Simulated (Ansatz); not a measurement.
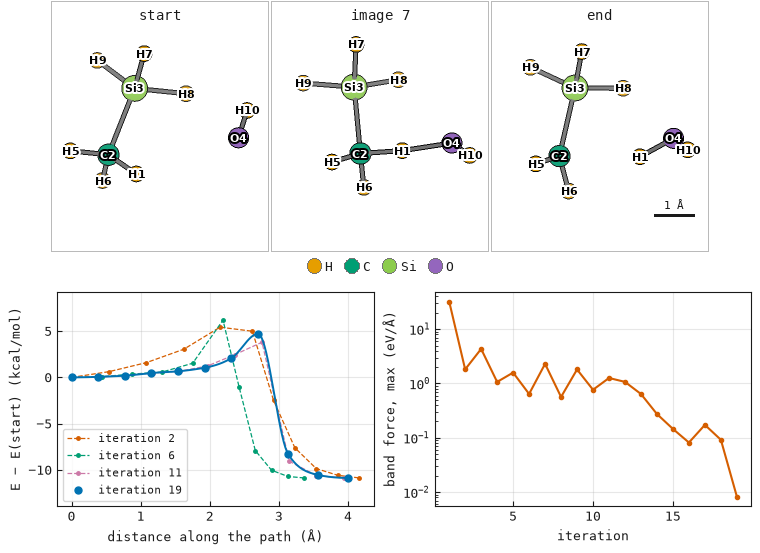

A search for the minimum-energy path of CH7OSi (multiplicity 2), made up of CH6Si and HO by the nudged elastic band. Images are numbered from 0 (start) to 10 (end). The plot follows the band through its iterations. A ball-and-stick model, seen at a tilt.

Theory: Ansatz 0.2.0, UKS r2SCANh/6-31G*. Settings: 9 movable images; climbing image; force threshold 0.05 eV/Å; iteration limit 34; starting path through a guess of the saddle point.

Judge this run.

Answer. The result is final at these settings. The band converged in 19 iterations. The largest component of the band force went from 32 to 0.0083 eV/Å. The climbing image converged on the top of the path. Its vibrational analysis gives one imaginary mode (1004i cm⁻¹), as a transition state must have. The first iteration put the highest image at 90.7 kcal/mol. The energy climbs by 4.7 kcal/mol to image 7 and then falls by 15.6 kcal/mol, so the end point sits at −10.9 kcal/mol.

Limits of the set-up: the start holds two separate molecules, 2.4 Å apart at their closest, whose relative position is a soft coordinate and is computed without a dispersion correction.

Cost: 19 min on 2 threads of Arm Neoverse V2 (shared host), peak memory 0.22 GiB.
